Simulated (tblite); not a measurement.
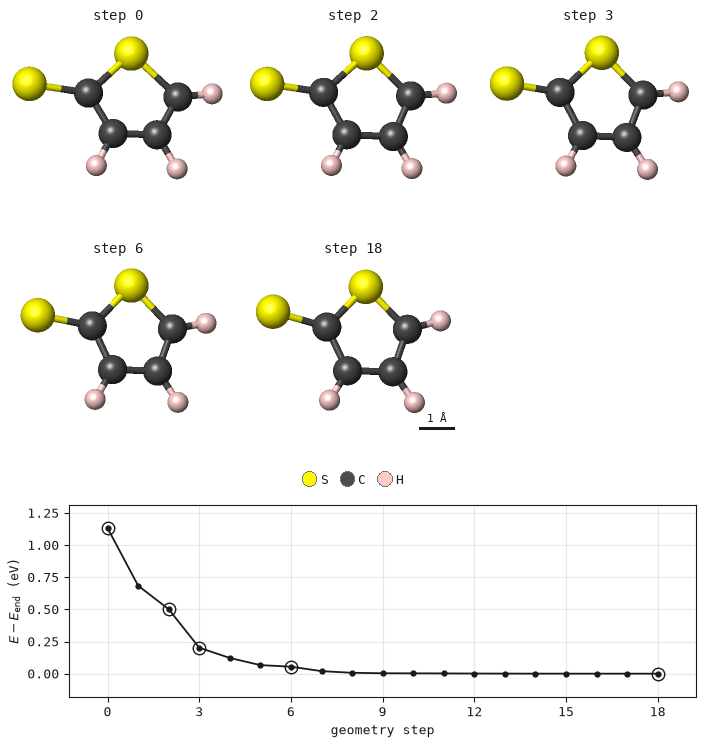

Frames of a relaxation of C4H3S2 (multiplicity 2), marked on the history of the run. A ball-and-stick model, seen from a free direction.

Theory: GFN2-xTB geometry optimisation, gas phase in tblite 0.8.0. 

> Describe the path.

Over 18 geometry steps the energy falls by 1.133 eV. An S atom moves most after the best rigid fit: 0.32 Å. Largest moves by element: S 0.32 Å, H 0.26 Å, C 0.17 Å. Near-neighbour distances that change, for instance: C–S 1.807 → 1.676 Å, C–S 1.838 → 1.708 Å, C–S 1.845 → 1.767 Å, C–H 1.132 → 1.075 Å. Among the angles between lasting bonds that change: C–C–S 100.0° → 112.9°, S–C–H 131.0° → 119.6°, S–C–S 132.1° → 122.2°. From step 0 to 2: an S atom moves most (0.08 Å), energy −0.632 eV. From step 2 to 3: an S atom moves most (0.15 Å), energy −0.299 eV. From step 3 to 6: an H atom moves most (0.08 Å), energy −0.148 eV. From step 6 to 18: an S atom moves most (0.11 Å), energy −0.054 eV.

| step | E − E(0), eV |
| --- | --- |
| 0 | 0.0000 |
| 1 | -0.4477 |
| 2 | -0.6315 |
| 3 | -0.9306 |
| 4 | -1.0107 |
| 5 | -1.0661 |
| 6 | -1.0784 |
| 7 | -1.1131 |
| 8 | -1.1257 |
| 9 | -1.1295 |
| 10 | -1.1301 |
| 11 | -1.1307 |
| 12 | -1.1316 |
| 13 | -1.1321 |
| 14 | -1.1324 |
| 15 | -1.1326 |
| 16 | -1.1327 |
| 17 | -1.1327 |
| 18 | -1.1327 |
